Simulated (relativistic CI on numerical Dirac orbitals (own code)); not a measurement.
# Run report: Er³⁺, relativistic CI calculation

System: Er³⁺.
Method: Dirac-Coulomb-Breit CI, KLI orbitals optimised for each configuration, model QED (radiative potential, 1s self-energy scaled to tabulated hydrogen-like ionisation energies), Kramers-Heisenberg scattering through one core-hole configuration in a parametric crystal field (relativistic CI on numerical Dirac orbitals, in-house).

**Key numbers**

- outcome: converged
- hardware: 1 CPU thread, shared host
- CPU time: 1.5 s

**Remarks**

Limits: free-ion energies: absolute edge positions are off by a few eV from solids; atomic spin-orbit and Slater integrals without covalency.

**Input file**
```
atom Er  Z=68  charge=3  electrons=65
nucleus A=166  rms_radius_fm=5.2516
hamiltonian dirac-coulomb  breit=on  qed=on  c_scale=1
orbitals kli  potential=per-configuration
slater_scale 1
correlation none
mixing on
configurations
  [Xe] 4f11
  [Ar] 3d9 4s2 4p6 4d10 4f12 5s2 5p6
end
rixs M4,5 T=10 core_hole_width=0.36
crystal_field D3h B20=340 B40=260 B60=-160 B66=-230
```

The run was one of a batch that the task file lists, launched with:
```bash
python <driver script> task.json out
```

The program writes its results to a structured record and prints no log; tables and figures of this report are taken from that record.

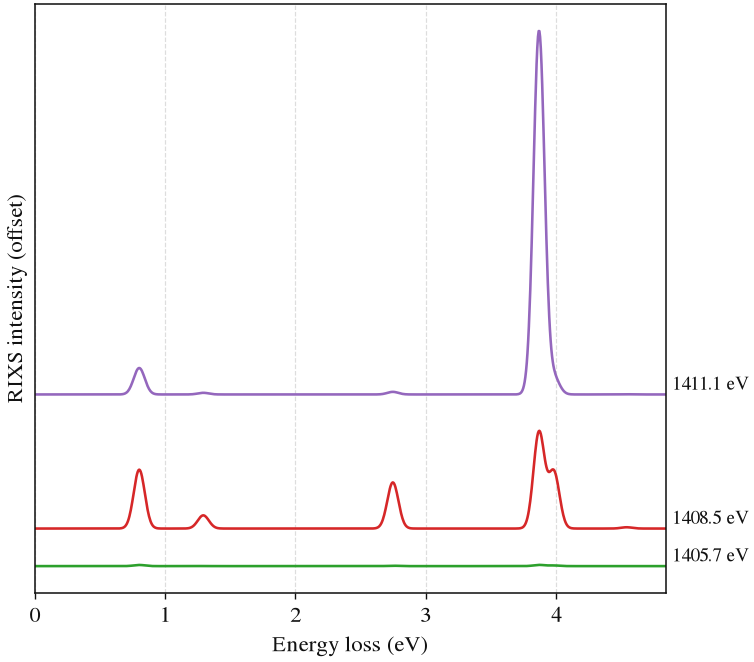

Resonant inelastic X-ray scattering at the M₄,₅ edge of Er IV (Er³⁺), [Xe] 4f¹¹, in a field of D3h symmetry with B20 = 340, B40 = 260, B60 = −160, B66 = −230 cm⁻¹ (Wybourne parameters), for three incident energies; the elastic line is left out and the lowest final levels are broadened by a Gaussian of 0.1 eV. Computed by the Kramers–Heisenberg formula on Dirac–Coulomb–Breit multiplets, Slater integrals scaled by 1, 10 K, core-hole width 0.36 eV, all polarisations summed. At 1405.7 eV the curve peaks at 0.80, 1.3, 2.7, 3.9 and 4.0 eV; among the strongest single levels are 3.87 eV (S = 0.5, 0 %), 0.801 eV (S = 1.5, 0 %) and 3.87 eV (S = 0.5, 0 %). At 1408.5 eV the curve peaks at 0.80, 1.3, 2.7, 3.9 and 4.0 eV; among the strongest single levels are 3.87 eV (S = 0.5, 26 %), 3.98 eV (S = 1.4, 17 %) and 2.75 eV (S = 0.8, 14 %). At 1411.1 eV the curve peaks at 0.80 and 3.9 eV; among the strongest single levels are 3.87 eV (S = 0.5, 100 %), 3.87 eV (S = 0.5, 48 %) and 3.87 eV (S = 0.5, 46 %). Percentages refer to the strongest inelastic level of all.
